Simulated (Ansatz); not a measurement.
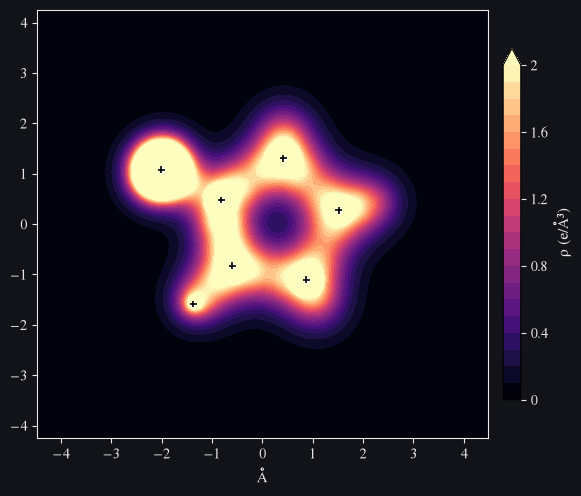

The total electron density on a plane through atoms (crosses mark nuclei in the plane).

Method: RKS PBE0-D4/def2-TZVPP in Ansatz 0.2.0.

Candidates:
A. H₄O₂Se₂Ti (SMILES [OH][Ti]([OH])([SeH])[SeH])
B. C₅H₆F₂ (SMILES FC1=CCCC1F)
C. ClH₃Se₃Si (SMILES Cl[Si]([SeH])([SeH])[SeH])

Q: Which system is this?

A: Candidate B: C₅H₆F₂ on the plane of atoms F1, C2 and C3, which holds F, C and H. C–C (1.32 Å): the density is about 2.4 e/Å³ at the midpoint. C–F (1.33 Å): ρ at the midpoint is about 2.4 e/Å³.
